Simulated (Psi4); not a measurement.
# doublet [C2F2]+: levels of theory compared

Aim: a comparison of 3 runs (UB3LYP/cc-pVTZ, UBHLYP/cc-pVTZ, UM06-L/cc-pVTZ) of doublet [C2F2]+. 

Program for the calculation: Psi4 1.11.

1 further run of the same task is left out (set aside as unsound or not needed).

### 1 The molecule

[C2F2]+ has 4 atoms, charge +1, and is taken as a doublet. SMILES of the parent species: `FC#CF`. The coordinates come from a PBE0-D4/def2-TZVP relaxation. That shape belongs to the parent species and isn't relaxed for this state.

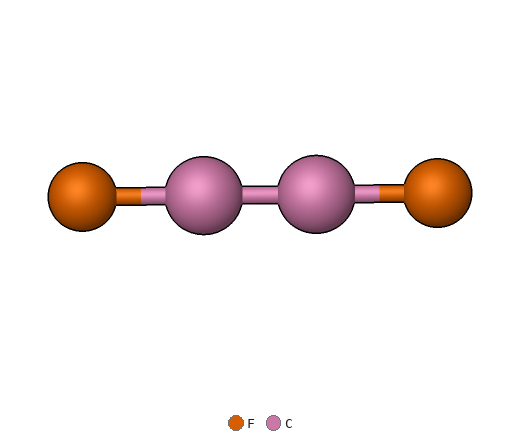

The structure, seen from a chosen angle (fluorine orange, carbon pink).

### 2 Energy and forces at UB3LYP/cc-pVTZ (run 1)

job.py reads:

```python
import psi4

psi4.set_memory(1600000000)
psi4.set_num_threads(1)
psi4.core.set_output_file('run.log', False)

m = psi4.geometry("""
1 2
F     -0.136400     0.128000     1.852800
C     -0.033700     0.030200     0.583200
C      0.061400    -0.060400    -0.593400
F      0.164100    -0.158200    -1.863000
units angstrom
symmetry c1
no_reorient
no_com
""")

psi4.set_options({
    'basis': 'cc-pVTZ',
    'reference': 'uks',
    'puream': True,
    'e_convergence': 1e-09,
    'd_convergence': 1e-08,
    'scf_type': 'pk',
    'dft_radial_points': 99,
    'dft_spherical_points': 590,
    'maxiter': 100,
})

result, w = psi4.gradient('b3lyp', molecule=m, return_wfn=True)
psi4.oeprop(w, 'DIPOLE', 'LOWDIN_CHARGES', 'WIBERG_LOWDIN_INDICES')
print('gradient / Eh bohr^-1')
print(result.np.round(6))
print(f'energy = {w.energy():.10f} Eh')
```

Run with:

```
$ python job.py
```

run.log:

```text
[...]
  Running in c1 symmetry.
[...]
  Nuclear repulsion =   95.510996951943412
[...]
  Multiplicity = 2
[...]
  Nalpha       = 15
  Nbeta        = 14
[...]
    Number of basis functions: 120
[...]
   @UKS iter   1:  -275.38232583535381    2.09308e-01   3.28377e-03 ADIIS/DIIS
[...]
   @UKS iter  11:  -275.44698103004782   -2.16005e-12   1.93933e-09 DIIS
[...]
   @S^2 Observed:                7.516085706E-01
[...]
    Orbital Energies [Eh]
    ---------------------
    Alpha Occupied:
       1A    -25.091204     2A    -25.091203     3A    -10.656499
       4A    -10.653618     5A     -1.616492     6A     -1.614827
       7A     -1.173275     8A     -0.956752     9A     -0.933983
      10A     -0.861178    11A     -0.843052    12A     -0.827625
      13A     -0.813508    14A     -0.653818    15A     -0.625592
    Alpha Virtual:
      16A     -0.284088    17A     -0.268024    18A     -0.243336
      19A     -0.214524    20A      0.000621    21A      0.003087
      22A      0.011777    23A      0.058924    24A      0.113119
      25A      0.121285    26A      0.171124    27A      0.235327
[...]
  @UKS Final Energy:  -275.44698103004782
   => Energetics <=
    Nuclear Repulsion Energy =             95.5109969519434117
    One-Electron Energy =                -559.7471754408229572
    Two-Electron Energy =                 214.1012800025887373
    DFT Exchange-Correlation Energy =     -25.3120825437570325
    Empirical Dispersion Energy =           0.0000000000000000
    VV10 Nonlocal Energy =                  0.0000000000000000
    Total Energy =                       -275.4469810300478230
[...]
  -Total Gradient:
     Atom            X                  Y                   Z
    ------   -----------------  -----------------  -----------------
       1       -0.004647435830     0.004425327066     0.057443176974
       2        0.011953327084    -0.011384711792    -0.147813012510
       3       -0.011953327085     0.011384711793     0.147813012521
       4        0.004647435831    -0.004425327067    -0.057443176985
[...]
 Multipole Moments:
 ------------------------------------------------------------------------------------
     Multipole            Electronic (a.u.)      Nuclear  (a.u.)        Total (a.u.)
 ------------------------------------------------------------------------------------
 L = 1.  Multiply by 2.5417464519 to convert [e a0] to [Debye]
 Dipole X            :         -0.7590085            0.7851812            0.0261727
 Dipole Y            :          0.8275111           -0.8560459           -0.0285349
 Dipole Z            :          0.2794905           -0.2891281           -0.0096376
 Magnitude           :                                                    0.0399015
[...]
```

On the terminal:

```text
gradient / Eh bohr^-1
[[-0.004647  0.004425  0.057443]
 [ 0.011953 -0.011385 -0.147813]
 [-0.011953  0.011385  0.147813]
 [ 0.004647 -0.004425 -0.057443]]
energy = -275.4469810300 Eh
```

Run time: 26 s. Hardware: 1 thread of Intel Xeon 6975P-C (Granite Rapids), shared host; peak memory 0.74 GiB.

### 3 Energy and forces at UBHLYP/cc-pVTZ (run 2)

job.py reads:

```python
import psi4

psi4.set_memory('1600 MB')
psi4.set_num_threads(1)
psi4.core.set_output_file('c2f2.out', False)

m = psi4.geometry("""
1 2
F     -0.136400     0.128000     1.852800
C     -0.033700     0.030200     0.583200
C      0.061400    -0.060400    -0.593400
F      0.164100    -0.158200    -1.863000
units angstrom
symmetry c1
""")

options = {'reference': 'uks', 'puream': True, 'e_convergence': 1e-09, 'd_convergence': 1e-08, 'scf_type': 'pk', 'dft_radial_points': 99, 'dft_spherical_points': 590, 'maxiter': 100}
psi4.set_options(options)

energy_value, wavefunction = psi4.gradient("bhhlyp/cc-pVTZ", return_wfn=True)
print('gradient / Eh bohr^-1')
print(energy_value.np.round(6))
print(f'energy = {wavefunction.energy():.10f} Eh')
```

Run with:

```
$ python job.py
```

c2f2.out:

```text
[...]
  Running in c1 symmetry.
[...]
  Nuclear repulsion =   95.510996951943397
[...]
  Multiplicity = 2
[...]
  Nalpha       = 15
  Nbeta        = 14
[...]
    Number of basis functions: 120
[...]
   @UKS iter   1:  -275.29286913073753    4.20388e-02   2.24161e-03 ADIIS/DIIS
[...]
   @UKS iter  11:  -275.32277313260170   -3.43903e-11   7.05834e-09 DIIS
[...]
   @S^2 Observed:                7.528824490E-01
[...]
    Orbital Energies [Eh]
    ---------------------
    Alpha Occupied:
       1A    -25.711885     2A    -25.711884     3A    -11.081401
       4A    -11.077933     5A     -1.772949     6A     -1.770910
       7A     -1.300184     8A     -1.048112     9A     -1.021465
      10A     -0.955582    11A     -0.938085    12A     -0.921222
      13A     -0.908505    14A     -0.724014    15A     -0.692622
    Alpha Virtual:
      16A     -0.220088    17A     -0.211342    18A     -0.185858
      19A     -0.160637    20A      0.038383    21A      0.048995
      22A      0.050170    23A      0.121891    24A      0.154392
      25A      0.163148    26A      0.230954    27A      0.286646
[...]
  @UKS Final Energy:  -275.32277313260170
   => Energetics <=
    Nuclear Repulsion Energy =             95.5109969519433974
    One-Electron Energy =                -559.6900513999013356
    Two-Electron Energy =                 205.0424396957614590
    DFT Exchange-Correlation Energy =     -16.1861583804052067
    Empirical Dispersion Energy =           0.0000000000000000
    VV10 Nonlocal Energy =                  0.0000000000000000
    Total Energy =                       -275.3227731326016965
[...]
 Multipole Moments:
 ------------------------------------------------------------------------------------
     Multipole            Electronic (a.u.)      Nuclear  (a.u.)        Total (a.u.)
 ------------------------------------------------------------------------------------
 L = 1.  Multiply by 2.5417464519 to convert [e a0] to [Debye]
 Dipole X            :          0.0000000            0.0000000            0.0000000
 Dipole Y            :         -0.0000000           -0.0000000           -0.0000000
 Dipole Z            :         -0.0000000           -0.0000000           -0.0000000
 Magnitude           :                                                    0.0000000
[...]
  -Total Gradient:
     Atom            X                  Y                   Z
    ------   -----------------  -----------------  -----------------
       1       -0.000001109624    -0.000000337810     0.077020661406
       2       -0.000001271716    -0.000000546561    -0.147561685484
       3        0.000001271716     0.000000546561     0.147561685485
       4        0.000001109624     0.000000337810    -0.077020661405
[...]
```

The script printed:

```text
gradient / Eh bohr^-1
[[-1.00000e-06 -0.00000e+00  7.70210e-02]
 [-1.00000e-06 -1.00000e-06 -1.47562e-01]
 [ 1.00000e-06  1.00000e-06  1.47562e-01]
 [ 1.00000e-06  0.00000e+00 -7.70210e-02]]
energy = -275.3227731326 Eh
```

Wall time 36 s (1 thread of Intel Xeon 6975P-C (Granite Rapids), shared host); peak memory 0.73 GiB.

### 4 Energy and forces at UM06-L/cc-pVTZ (run 3)

input.dat reads:

```
memory 1600 mb

molecule {
  1 2
  F     -0.136400     0.128000     1.852800
  C     -0.033700     0.030200     0.583200
  C      0.061400    -0.060400    -0.593400
  F      0.164100    -0.158200    -1.863000
  units angstrom
  symmetry c1
  no_reorient
  no_com
}

set {
  reference            uks
  puream               true
  e_convergence        1e-09
  d_convergence        1e-08
  scf_type             pk
  dft_radial_points    99
  dft_spherical_points 590
  maxiter              100
}

e_tot, wfn = gradient("m06-l/cc-pVTZ", return_wfn=True)
oeprop(wfn, "MULLIKEN_CHARGES", "WIBERG_LOWDIN_INDICES", "QUADRUPOLE", title="M06-L")
print_variables()
```

Run with:

```
$ psi4 input.dat output.dat -n 1
```

output.dat, shortened:

```text
[...]
  Running in c1 symmetry.
[...]
  Nuclear repulsion =   95.510996951943412
[...]
  Multiplicity = 2
[...]
  Nalpha       = 15
  Nbeta        = 14
[...]
    Number of basis functions: 120
[...]
   @UKS iter   1:  -275.30142763485583    2.60441e-01   4.10575e-03 ADIIS/DIIS
[...]
   @UKS iter  11:  -275.40820757363122   -2.27374e-12   1.37085e-09 DIIS
[...]
   @S^2 Observed:                7.524678981E-01
[...]
  @UKS Final Energy:  -275.40820757363122
   => Energetics <=
    Nuclear Repulsion Energy =             95.5109969519434117
    One-Electron Energy =                -559.8793958884764379
    Two-Electron Energy =                 220.2781178007563199
    DFT Exchange-Correlation Energy =     -31.3179264378545312
    Empirical Dispersion Energy =           0.0000000000000000
    VV10 Nonlocal Energy =                  0.0000000000000000
    Total Energy =                       -275.4082075736312163
[...]
  -Total Gradient:
     Atom            X                  Y                   Z
    ------   -----------------  -----------------  -----------------
       1       -0.005334085877     0.005079355266     0.065935234545
       2        0.012530592767    -0.011934778579    -0.154958003227
       3       -0.012530592772     0.011934778583     0.154958003281
       4        0.005334085882    -0.005079355270    -0.065935234600
[...]
 Multipole Moments:
 ------------------------------------------------------------------------------------
     Multipole            Electronic (a.u.)      Nuclear  (a.u.)        Total (a.u.)
 ------------------------------------------------------------------------------------
 L = 1.  Multiply by 2.5417464519 to convert [e a0] to [Debye]
 Dipole X            :         -0.7590085            0.7851812            0.0261727
 Dipole Y            :          0.8275111           -0.8560459           -0.0285349
 Dipole Z            :          0.2794905           -0.2891281           -0.0096376
 Magnitude           :                                                    0.0399015
 L = 2.  Multiply by 1.3450342976 to convert [e a0^2] to [Debye ang]
 Quadrupole XX       :        -14.5937824            1.5685468          -13.0252357
 Quadrupole XY       :          1.8294900           -1.4967625            0.3327275
[...]
  Mulliken Charges: (a.u.)
   Center  Symbol    Alpha    Beta     Spin     Total
[...]
```

Wall time 36 s (1 thread of Intel Xeon 6975P-C (Granite Rapids), shared host); peak memory 0.75 GiB.

### 5 All runs side by side

```csv
run,level,energy (Eh),HOMO energy (eV),LUMO energy (eV),⟨S²⟩,wall time
1,UB3LYP/cc-pVTZ,-275.446981,-16.78,-14.32,0.752,26 s
2,UBHLYP/cc-pVTZ,-275.322773,-18.57,-12.78,0.753,36 s
3,UM06-L/cc-pVTZ,-275.408208,-15.51,-14.63,0.752,36 s
```

### 6 Summary of results

| quantity | value |
| --- | --- |
| run 3: total energy | -275.40821 Eh |
| run 3: HOMO energy (highest over α and β) | -15.51 eV |
| run 3: LUMO energy (lowest over α and β) | -14.63 eV |
| run 3: ⟨S²⟩ | 0.752 |
| run 3: largest force on an atom | 8.018 eV/Å |

**Reading.** Totals of different functionals can't be ranked against each other. All runs together took 98 s, the longest 36 s.
